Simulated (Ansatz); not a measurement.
```sh
ansatz run in.yaml --threads 2 --pin off --events-out ev --progress --plain --max-ram 32768MiB --backend cpu
```

```yaml
crystal:
  periodic: [false, false, false]
  atoms:
    - {symbol: O, position_ang: [-1.427789, -0.553116, 1.120500]}
    - {symbol: Ga, position_ang: [0.011772, -0.585539, 0.043428]}
    - {symbol: O, position_ang: [1.607772, -0.163483, 0.766218]}
    - {symbol: O, position_ang: [-0.027859, -1.610128, -1.426250]}
    - {symbol: S, position_ang: [-0.384927, 1.781860, -0.973221]}
    - {symbol: H, position_ang: [-2.105962, -1.174783, 0.848851]}
    - {symbol: H, position_ang: [1.580965, -0.149669, 1.725115]}
    - {symbol: H, position_ang: [0.847074, -1.893606, -1.698738]}
    - {symbol: H, position_ang: [-0.945511, 2.182229, 0.180944]}
    - {symbol: H, position_ang: [0.844464, 2.166234, -0.586846]}
basis:
  gaussian: {orbitals: def2-TZVPP}
hamiltonian: {xc: pbe0, dispersion: d4}
output: {orbitals: {seedname: orbitals}}
```

Describe the molecule in this file.

Formula GaH5O3S. Its SMILES string is `[OH][Ga-]([OH])([OH])[SH2+]`. This geometry has C1 symmetry. Coordination, clear cases only: 3 O bent; 1 S trigonal pyramidal.

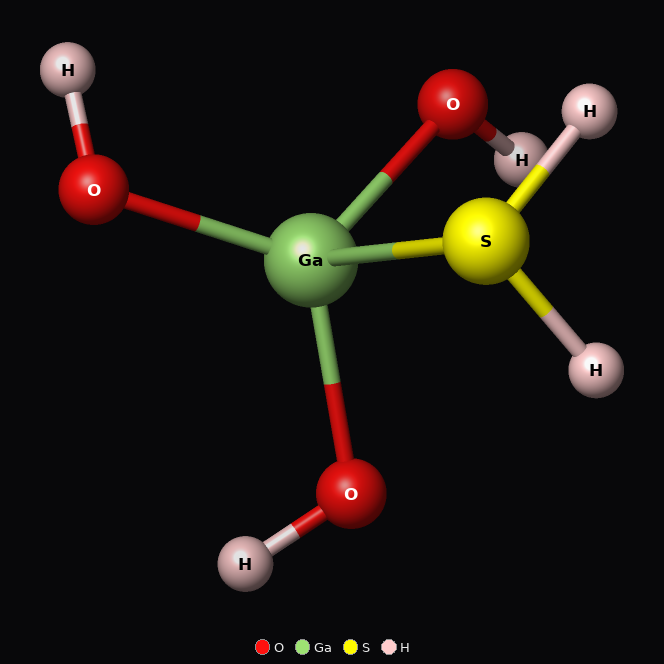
